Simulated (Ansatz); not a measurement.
**Hypothetical CsCl type TlAs: pressure series**

Take TlAs in the CsCl type structure (space group Pm-3m, No. 221; a hypothetical phase, not in the database extracts checked) as the base.

```yaml
crystal:
  lattice:
    - [3.68311, 0.00000, 0.00000]
    - [0.00000, 3.68311, 0.00000]
    - [0.00000, 0.00000, 3.68311]
  atoms:
    - { symbol: Tl, position: [0.00000, 0.00000, 0.00000] }
    - { symbol: As, position: [0.50000, 0.50000, 0.50000] }
```

Cell and atoms are relaxed at each pressure.

Levels (all Ansatz, an electronic-structure program, PAW): PBE (420 eV, scalar-relativistic without spin-orbit coupling); PBEsol (420 eV, no spin-orbit coupling).

The base cell above is that of PBE; each level relaxes its own structures.

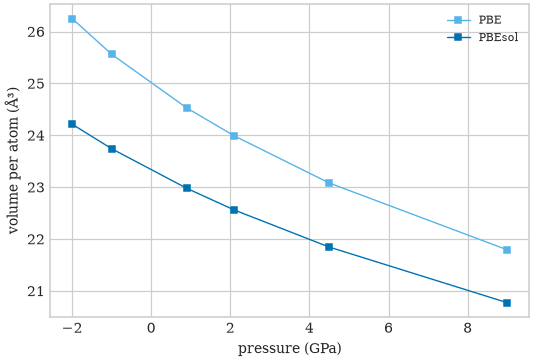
Figure: Volume per atom under two levels

Problem. How do the two levels compare along the series?

Solution. PBE lies above PBEsol in every row, by 1.02 Å³ to 2.04 Å³. They put the cases in the same order.

Load acts through the strain it causes; cell and atoms are relaxed under it. Whether these cells are dynamically stable was not tested. Competing high-pressure phases were not computed. All final runs are without spin polarisation.
